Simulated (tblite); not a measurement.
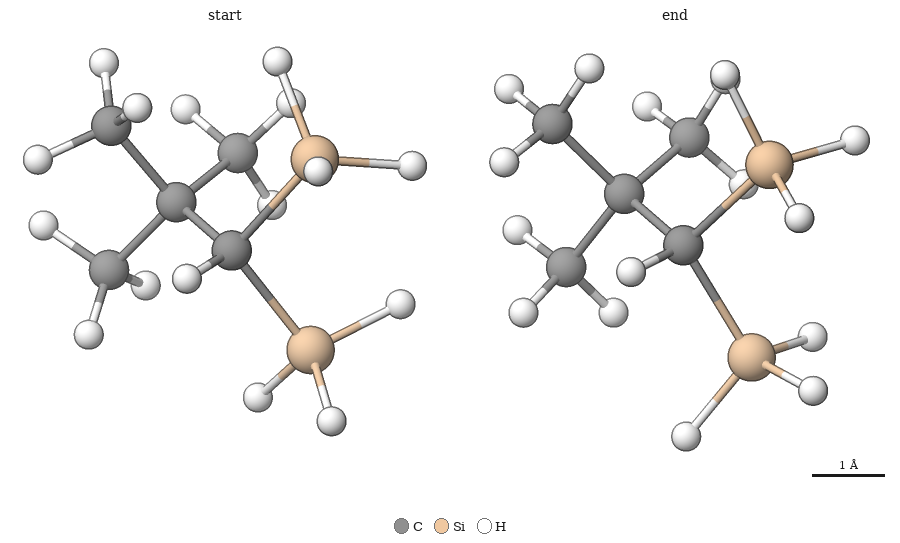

The structure of C₅H₁₆Si₂ before (left) and after (right) a relaxation, at one scale.

A ball-and-stick model, seen from a free direction.

Theory: GFN2-xTB geometry optimisation, gas phase (tblite 0.8.0). 

> Summarise the run.

After 133 geometry steps the energy has fallen by 20.6 kcal/mol. The largest moves after the best rigid fit, 1.00 Å, are those of H atoms. By element the largest moves are H 1.00 Å, C 0.22 Å, Si 0.16 Å. Among the contacts that change: C–H 1.135 → 1.089 Å, C–C 1.498 → 1.542 Å, C–Si 1.887 → 1.911 Å, H–Si 1.484 → 1.464 Å. Among the angles between lasting bonds that change: C–C–H 114.6° → 106.2°, C–C–Si 108.7° → 115.4°, C–C–H 105.1° → 110.9°. Groups turn about C–Si by about 40°, C–C by about 40°, C–Si by about 30°. The run took 1.3 s on 1 thread of Arm Neoverse V1 (shared host).
